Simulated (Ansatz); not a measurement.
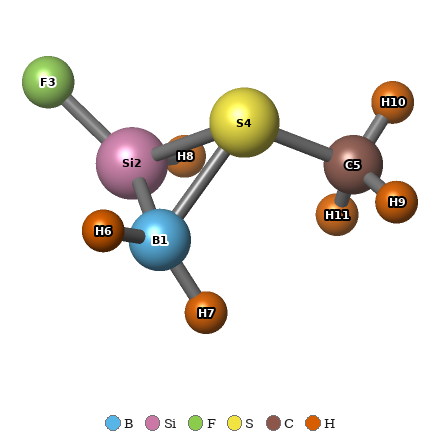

The system is CH₆BFSSi; the picture shows the reference structure. First axis: bond length S4–C5. Second axis: dihedral B1–S4–C5–H9. Nothing is relaxed (all other coordinates rigid). Grid: 9 × 9 points. Points are written as (first, second). All energies are given in kJ/mol relative to the relaxed molecule at the same level. The calculation used Ansatz, RKS PBE-D4/def2-SVP.

Its coordinates:

```xyz
11

B    -0.5628    1.4368   -0.1193
Si   -0.8685   -0.0403   -1.3623
F    -0.6311    0.0555   -2.9824
S     1.1116    0.2916   -0.2398
C     0.9196   -0.8830    1.1538
H    -0.3158    2.5053   -0.6464
H    -1.0578    1.3891    0.9912
H    -1.2015   -1.4807   -1.0872
H     1.2459   -0.3675    2.0769
H     1.5597   -1.7647    0.9633
H    -0.1341   -1.1990    1.2727
```

Range: bond length S4–C5 from 1.539 to 2.383 Å; dihedral B1–S4–C5–H9 from −171.0 to 9.0°.

Question: What landscape does the calculation give?

Answer: The lowest grid point is at (1.856 Å, −81.0°), 0.47 kJ/mol from the relaxed molecule at the same level. The energy also falls towards the edge at (1.856 Å, 9.0°) (2.2 kJ/mol above the lowest) and (1.856 Å, −171.0°) (2.6 kJ/mol above the lowest), where a further well may lie outside the range. The highest grid point, (1.539 Å, −148.5°), lies 139 kJ/mol above the lowest.

| dihedral B1–S4–C5–H9 ↓, bond length S4–C5 → | 1.539 | 1.645 | 1.750 | 1.856 | 1.961 | 2.066 | 2.172 | 2.277 | 2.383 |
| --- | --- | --- | --- | --- | --- | --- | --- | --- | --- |
| 9.0 | 135 | 48 | 10 | 3 | 14 | 35 | 63 | 92 | 123 |
| −13.5 | 139 | 50 | 12 | 4 | 14 | 35 | 63 | 92 | 123 |
| −36.0 | 138 | 49 | 11 | 3 | 14 | 35 | 63 | 92 | 123 |
| −58.5 | 133 | 46 | 9 | 1 | 13 | 35 | 62 | 92 | 123 |
| −81.0 | 129 | 44 | 7 | 0 | 12 | 34 | 62 | 92 | 123 |
| −103.5 | 132 | 45 | 8 | 1 | 13 | 35 | 62 | 92 | 123 |
| −126.0 | 138 | 49 | 11 | 3 | 14 | 36 | 63 | 93 | 123 |
| −148.5 | 140 | 51 | 12 | 4 | 15 | 36 | 63 | 93 | 123 |
| −171.0 | 136 | 48 | 11 | 3 | 14 | 36 | 63 | 93 | 123 |

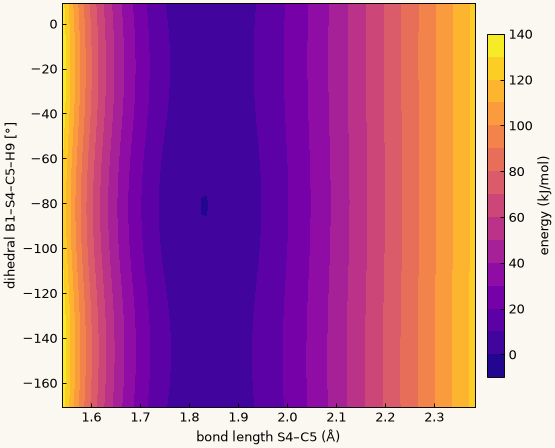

The picture shows filled contours. Between grid points the surface is interpolated.

Time for the 81 points that were run: 21 min on 1 thread of Arm Neoverse N1, with other jobs on the host.
